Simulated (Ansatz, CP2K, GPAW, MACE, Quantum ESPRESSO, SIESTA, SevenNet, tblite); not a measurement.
# Random packing of Nb14Si86 (at. %) (102 atoms): one structure in several programs

Wanted: errors and costs of other methods on random packing of Nb14Si86 (at. %) (102 atoms). A plane-wave run serves as the reference.

Main program and level: Ansatz 0.2.0; Kohn-Sham DFT, PBE, PAW, plane waves.

## 1. The starting structure

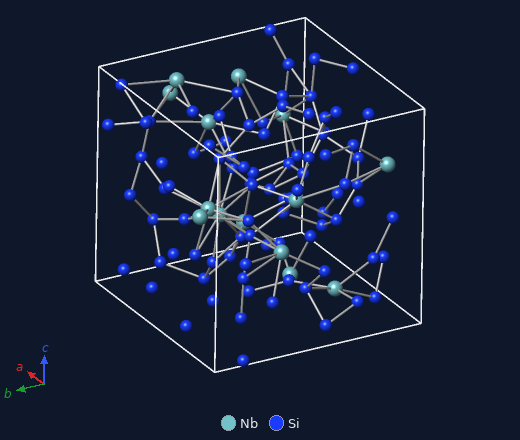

Start, viewed from a free direction; niobium teal, silicon blue. Bonds to atoms that aren't drawn are left out. Some periodic images of atoms are drawn too.

The cell holds 102 atoms: 14 Nb and 88 Si. Cell: a = 12.543 Å, b = 12.543 Å, c = 12.543 Å, α = 90.0°, β = 90.0°, γ = 90.0°. 102 atoms (14 Nb, 88 Si) packed at random in a cube at 3.17 g/cm³ and pushed apart as soft spheres; a start for melting by ab initio MD, not an equilibrated structure. Then every atom was moved at random, 0.05 Å r.m.s. a Cartesian component.

## 2. Reference: Ansatz, plane waves

The PAW files are the set soft_2.

input.yaml

```yaml
crystal:
  lattice:
    - [12.5433, 0.0, 0.0]
    - [0.0, 12.5433, 0.0]
    - [0.0, 0.0, 12.5433]
  atoms:
    - { symbol: Nb, position: [0.84895, 0.37122, 0.19715] }
    - { symbol: Nb, position: [0.23403, 0.28412, 0.12814] }
    - { symbol: Nb, position: [0.785, 0.58693, 0.73828] }
    - { symbol: Nb, position: [0.81591, 0.42663, 0.90169] }
    [... 92 atom lines left out ...]
    - { symbol: Si, position: [0.04752, 0.69454, 0.23483] }
    - { symbol: Si, position: [0.2954, 0.01397, 0.18792] }
    - { symbol: Si, position: [0.81852, 0.21227, 0.07241] }
    - { symbol: Si, position: [0.38737, 0.46076, 0.95322] }
    - { symbol: Si, position: [0.8742, 0.79582, 0.29524] }
    - { symbol: Si, position: [0.10465, 0.81213, 0.86786] }
kpoints:
  mp_grid: { grid: [1, 1, 1] }
hamiltonian:
  xc: pbe
scf:
  occupations: { method: fermi_dirac, width: 0.05 }
output:
  forces: true
  eigenvalues: true
  populations: true
  stress: true
```

Run with:

```
$ ansatz run input.yaml --threads 4 --pin off --max-ram 8192MiB --backend cpu --events-out ev --progress --plain --runs-dir out
```

Numbers of over 12 decimals in the logs are rounded to 6 here.

What it wrote:

```text
[...]
Pseudopotentials: kind: paw
Pseudopotential: Nb, paw, valence charge 13, recommended cutoff 420 eV (normal), Nb.paw.azcp
Pseudopotential: Si, paw, valence charge 4, recommended cutoff 420 eV (normal), Si.paw.azcp
[... 5 lines on functional and potentials left out ...]
Crystal: 102 atoms, lattice volume = 1973.492 Å³
Basis set: ecut = 420 eV, 38497 PW (Γ), exchange–correlation on 180×180×180 points (8 copies of the dense FFT grid, shifted against one another)
Bands: 369, of which v1, the nominal top of the filled ones, is band 267 counted from 1 (266 counted from 0)
Symmetry: 1 space group operations
Space group: P1 (ITA 1), of the structure as read, at distance tolerance 1.3e-4 Å
k-points: 1
[... 5 lines on functional and potentials left out ...]
Initial density: superposition of atomic densities (neutral atoms: chi_scale 0, normalization atom), corrected by the library's trained network
Initial wavefunctions: pseudopotential atomic-orbital guess
[...]
SCF iter   1: F=—  HF=-119611.691311 eV  |F-HF|=—  |Δ(HF+E_count)|=         —  Δρ=5.83e-3  dr2=1.75e0  ethr=1.77e-3  ⟨swp⟩=6.0  Hψ=1687  notcnv=0  defer=14
preconditioner: auto → Kerker (q_TF=auto, 2.194 Å⁻¹)  [metal: Δε(μ)=0.030 eV  Ē_g=6.308 eV  σ=0.050 eV  W_gap=0.15  n_scr=364 (ndim 8)  ℏωp=17.2 eV  f_vac=0.000  D(μ)=58.77/eV (n_scr^D=436)]
[...]
SCF iter   8: F=—  HF=-119611.526550 eV  |F-HF|=—  |Δ(HF+E_count)|=   3.27e-7  Δρ=2.07e-6  dr2=2.61e-7  ethr=4.01e-10  ⟨swp⟩=2.0  Hψ=594  notcnv=0  defer=46
SCF iter   9: F=-119611.526550 eV  HF=-119611.526550 eV  |F-HF|=1.46e-8  |Δ(HF+E_count)|=   5.24e-8  Δρ=7.45e-7  dr2=4.17e-8  ethr=1.87e-11  ⟨swp⟩=12.0  Hψ=1677  notcnv=0
SCF 1 converged in 9 iterations: F = -119611.526550 eV  dr2 = 4.17e-8
[...]
SCF converged after 9 iterations
Free energy (F): -119611.526550 eV
Harris-Foulkes:  -119611.526550 eV  (|F-HF|=1.46e-8)
Internal energy: -119611.017490 eV  (E = F + TS)
E sigma→0 (E₀):  -119611.272020 eV
Entropy (-TS):   -0.509059 eV (-4.991 meV/atom)
Fermi energy:    8.160695 eV
--- Per-component energies (eV) ---
[...]
Σ components = -119611.526550   (vs F -119611.526550, Δ=0.00e0)
--- Forces (eV/Å), atoms counted from 1 ---
  atom   1  Nb    -0.39030736     0.28041315     1.00693834
  atom   2  Nb     1.92657743    -1.03045410     0.23019133
  atom   3  Nb    -0.68370725    -0.66015102    -0.29923534
  atom   4  Nb    -1.63120916     1.05222580     0.38922756
[...]
atom 102  Si    -0.12135350    -0.19808477    -1.32877776
  max |Σ_I F_I| component: 4.67e-5 eV/Å
--- Stress (GPa, compression-positive) ---
       -0.330468       0.260745      -0.565449
        0.260745      -2.967915       0.050473
       -0.565449       0.050473      -1.126414
  P = ⅓ Tr σ = -1.4749 GPa (-14.749 kbar)
--- Band table (eV) ---
  k-point 0: bands = ["-47.1973", "-47.0519", "-46.9630", "-46.9449", [... 353 levels ...], "11.0460", "11.0905", "11.1150", "11.1542", "11.1705", "11.1783", "11.2363", "11.2989", "11.3106", "11.3539", "11.3602", "11.3902"]
--- Löwdin populations: 102 sites ---
  site symbol       q [e]
     0     Nb     12.9506
     1     Nb     12.8691
     2     Nb     12.6813
[...]
101     Si      3.9524
  spilling = 0.013169 (of n_electrons = 534.000000)
```

Wall time 29 s (4 threads of Arm Neoverse V2, shared host); peak memory 2.4 GiB.

Reading the cycles: dr2 is the Hartree energy of the density residual (eV), the measure of convergence; HF is the Harris–Foulkes estimate of the energy, which meets the free energy F at convergence.

The run gave:

```
free energy                             : -119611.5265 eV
free energy per atom                    : -1172.6620 eV/atom
SCF cycles                              : 9
pressure                                : -1.475 GPa
r.m.s. force component                  : 1.424 eV/Å
longest force                           : 7.005 eV/Å
Fermi energy                            : 8.161 eV
levels partly filled by over 2 per cent : 13
spilling of the projection              : 0.01317
```

Length of the force by element:

```tsv
element	coordination	atoms	mean length of the force (eV/Å)	spread	least	most
Nb	all	14	1.20	0.570	0.304	2.39
Si	all	88	2.17	1.44	0.346	7.00
```

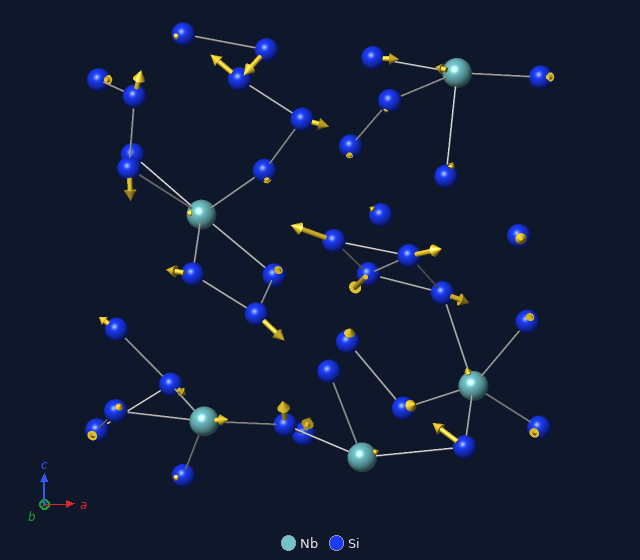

Forces as arrows; the longest in the cell is 7.00 eV/Å. Drawn is a slice 5 Å thick, seen along the normal of the ac plane. Bonds to atoms that aren't drawn are left out.

Löwdin charges by element (they lack the spilled electrons, 0.069 e an atom on average):

```tsv
element	coordination	atoms	mean charge (e)	spread	least	most
Nb	all	14	0.172	0.0711	0.0494	0.319
Si	all	88	0.0525	0.0495	-0.0812	0.175
```

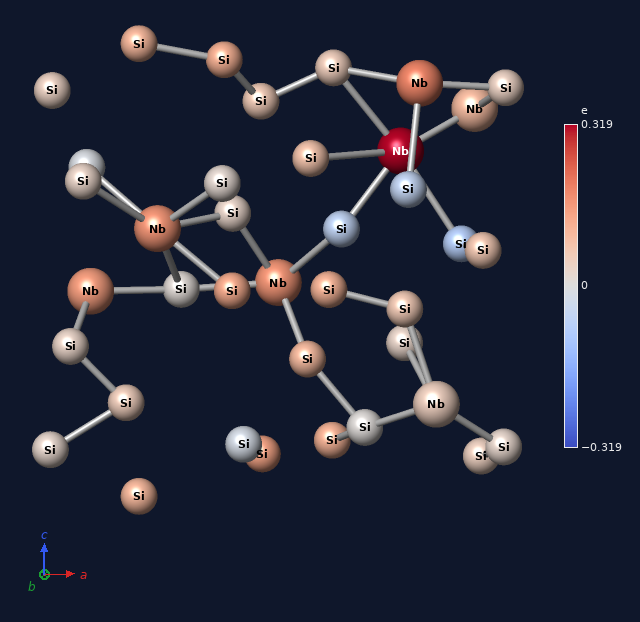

Atoms coloured by Löwdin charge. Drawn is a slice 5 Å thick, seen along the normal of the ac plane. Bonds to atoms that aren't drawn are left out.

The levels nearest the highest filled one (over half full), pooled over k-points and spins:

```tsv
level less the highest filled one (eV)	occupation
-0.133	1.87
-0.0988	1.76
-0.0822	1.68
-0.0461	1.44
-0.0303	1.30
0	1.01
0.0734	0.378
0.0843	0.316
0.115	0.184
0.154	0.089
0.183	0.051
0.192	0.043
```

## 3. The ladder

The programs:
- CP2K 2026.2: Gaussian basis with GTH pseudopotentials and a plane-wave density; labels give functional, basis (MOLOPT sets; SR short-range, UZH the newer set with its own potentials), grid cutoff/relative cutoff and solver (OT: orbital transformation; TRS4, TC2, SIGN: linear-scaling purification with its sparsity filter), or its built-in tight binding.
- GPAW 26.7.0: PAW with atomic orbitals (LCAO), plane waves or a real-space grid of spacing h.
- MACE: machine-learned potential, published weights.
- Quantum ESPRESSO 7.5: plane waves; labels (QE) give functional, pseudopotential set and cutoffs of waves/density.
- SIESTA 5.4.2: numerical atomic orbitals, whose automatically made sets are far from complete, with PseudoDojo norm-conserving potentials that we converted to its format (checked against plane waves on the same files for H, C, O, Si, Ge and Ca alone); labels give functional, basis size, energy shift and mesh cutoff.
- SevenNet: machine-learned potential, published weights.

All use the same cell and atoms; the electronic-structure runs use the same k-mesh, and an electronic temperature of 580 K (0.05 eV) where levels are smeared.

Differences are against the plane-wave reference, forces as r.m.s. over components; share is that over the reference's r.m.s. force, slope the least-squares factor from reference forces to these. Total energies of different programs have different zeros and aren't compared.

```tsv
run	Δ force, r.m.s. (meV/Å)	share (%)	slope	Δ pressure (GPa)	cores	CPU time	memory (GiB)
reference	-	-	-	-	4	1.9 min	2.4
CP2K PBE, DZVP-UZH, 600/50 Ry, diagonalisation	52.1	3.66	0.979	-0.388	2	17 min	5.0
GPAW PBE, LCAO dzp, h 0.25 Å (coarse)	107	7.49	1.065	-	1	13 min	1.5
GPAW PBE, LCAO sz(dzp), h 0.2 Å (coarse)	910	63.9	1.516	-	1	4.3 min	2.0
MACE MP-0b2 small potential	399	28.0	1.038	-0.451	1	7.7 s	0.66
MACE MP-0b3 medium potential	309	21.7	0.937	-1.89	1	7.8 s	1
QE PBE, sssp-1.3.0-efficiency, 30/240 Ry (coarse)	13.7	0.964	1.004	-0.934	4	18 min	3.7
QE PBE, sssp-1.3.0-efficiency, 45/360 Ry	5.81	0.408	1.004	-0.0474	4	31 min	6.8
SIESTA PBE, DZP, shift 0.01 Ry, mesh 300 Ry	117	8.24	1.073	0.729	2	15 min	2.6
SIESTA PBE, SZP, shift 0.01 Ry, mesh 300 Ry (coarse)	543	38.1	1.335	4.40	2	11 min	2.2
SIESTA PBE, TZP, shift 0.01 Ry, mesh 300 Ry	117	8.23	1.074	0.497	4	22 min	3.5
SevenNet l3i5 potential	369	25.9	1.091	-0.201	1	9.3 s	1.3
```

Rows marked coarse were listed beforehand as settings not expected to be converged; some can still land near the reference.

Times of the machine-learned potentials are mostly Python's start and the loading of weights.

CPU time is summed over cores on a shared host, where runs went side by side, so it is rough. Symmetry, cutoffs, thresholds, outputs and thread counts weren't matched or tuned between programs; memory under MPI is the largest rank's times the ranks.

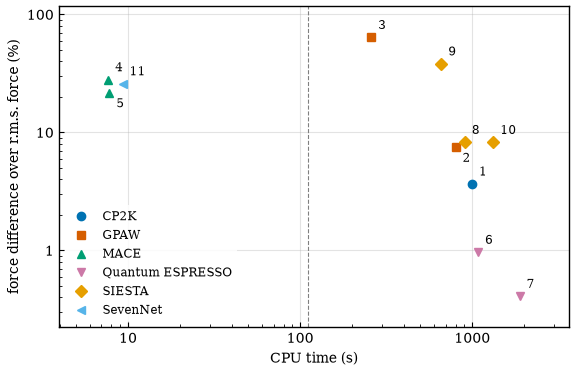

Force difference against CPU time; the dashed line marks the reference's time. Points: 1 CP2K PBE, DZVP-UZH, 600/50 Ry, diagonalisation; 2 GPAW PBE, LCAO dzp, h 0.25 Å; 3 GPAW PBE, LCAO sz(dzp), h 0.2 Å; 4 MACE MP-0b2 small potential; 5 MACE MP-0b3 medium potential; 6 QE PBE, sssp-1.3.0-efficiency, 30/240 Ry; 7 QE PBE, sssp-1.3.0-efficiency, 45/360 Ry; 8 SIESTA PBE, DZP, shift 0.01 Ry, mesh 300 Ry; 9 SIESTA PBE, SZP, shift 0.01 Ry, mesh 300 Ry; 10 SIESTA PBE, TZP, shift 0.01 Ry, mesh 300 Ry; 11 SevenNet l3i5 potential.

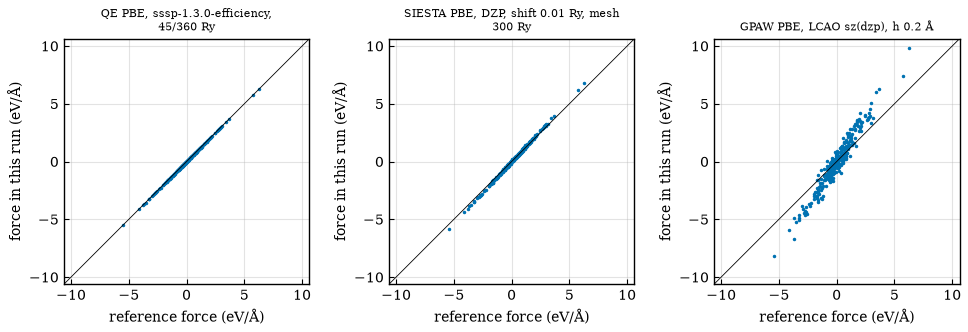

Force components against those of the reference; the line marks equality.

Runs without a result: GPAW PBE, LCAO dzp, h 0.2 Å (cut off at its time limit of 21 min); tblite GFN1-xTB (not converged); GPAW revPBE, LCAO dzp, h 0.2 Å (cut off at its time limit of 21 min).

Mean charges by element (e), by run and scheme:

```tsv
run	scheme	Nb	Si
reference	Löwdin	+0.17	+0.05
CP2K PBE, DZVP-UZH, 600/50 Ry, diagonalisation	Mulliken	-0.30	+0.05
CP2K PBE, DZVP-UZH, 600/50 Ry, diagonalisation	Hirshfeld	+0.17	-0.03
SIESTA PBE, DZP, shift 0.01 Ry, mesh 300 Ry	Hirshfeld	+0.24	-0.04
SIESTA PBE, TZP, shift 0.01 Ry, mesh 300 Ry	Hirshfeld	+0.24	-0.04
```

The reference's Löwdin charges lack the electrons that the projection spills, 0.069 e an atom on average.

Within one program, basis, potentials and functional, energies share a zero. Each run against its twin at the usual cutoff or grid and solver:

```tsv
run	twin	Δ energy (meV/atom)	Δ force, r.m.s. (meV/Å)	CPU time over the twin's
QE PBE, sssp-1.3.0-efficiency, 30/240 Ry	sssp-1.3.0-efficiency, 45/360 Ry	18.7	10.7	0.57
```

## 4. Outcome

```
reference r.m.s. force component                       : 1.42 eV/Å
nearest in forces                                      : QE PBE, sssp-1.3.0-efficiency, 45/360 Ry, 0.41 %
farthest in forces                                     : GPAW PBE, LCAO sz(dzp), h 0.2 Å (coarse), 64 %
cheapest electronic-structure run beside the reference : GPAW PBE, LCAO sz(dzp), h 0.2 Å, 4.3 min of CPU time
```

PBE on plane waves or a grid with other potentials, cutoffs or grids, coarse settings apart, differs from the reference by 0.41 % (QE PBE, sssp-1.3.0-efficiency, 45/360 Ry) of the r.m.s. force; this holds the reference's own error, so differences of a few per cent don't tell which side is nearer the exact PBE result (QE's 45 Ry are 612 eV, against the reference's 420 eV). The PBE runs in local orbitals, coarse settings apart, differ by 3.7 % (CP2K PBE, DZVP-UZH, 600/50 Ry, diagonalisation) to 8.2 % (SIESTA PBE, DZP, shift 0.01 Ry, mesh 300 Ry); basis, grid and potentials can all enter. Machine-learned potentials differ by 22 % (MACE MP-0b3 medium potential) to 28 % (MACE MP-0b2 small potential); they were trained on other programs' data. Runs with settings chosen to be coarse differ by 0.96 % (QE PBE, sssp-1.3.0-efficiency, 30/240 Ry) to 64 % (GPAW PBE, LCAO sz(dzp), h 0.2 Å), their programs' other errors included. None of the electronic-structure runs in the table takes under half the reference's CPU time of 1.9 min; they take 2.3 to 17 times as much. GPAW PBE, LCAO sz(dzp), h 0.2 Å stiffens the forces by a factor of 1.52 while following their directions (correlation 0.971); the slopes of the 2 GPAW runs lie between 1.07 and 1.52; the difference isn't even, but is largest on one element. In pressure, SIESTA PBE, SZP, shift 0.01 Ry, mesh 300 Ry misses by +4.4 GPa, at the same functional. Charges hang on scheme and program or settings: among these rows the mean for Nb runs from -0.30 to +0.24 e, even in sign. In the reference: 13 levels are partly filled, by over 2 % (at Γ alone): at this level the cell shows no clear gap. Levels of broken or missing bonds inside a gap of the host would look the same. In the reference: mean Löwdin charges: Nb +0.17, Si +0.05 e (they miss 1.3 % of the electrons, so they add up to more than the cell's charge). Machine-learned potentials mimic data converged in k, so the reference's own k-point error enters their differences. The electronic-structure runs sample only Γ, in a cell whose shortest periodic width is 13 Å, which is coarse for a cell with partly filled levels.

[Also dropped from logs without a mark: logging warnings of Python, and SIESTA's first energy breakdown and zero terms.]

[Logs are printed without paths, hosts, clocks, repeated set-up lines and the standing remarks that a program may print on its own settings, such as how far it seeks lower states.]

[Hosts, paths, dates, database ids (printed as entryN), source tags and the programs' standing remarks are cut or masked in the printed files.]
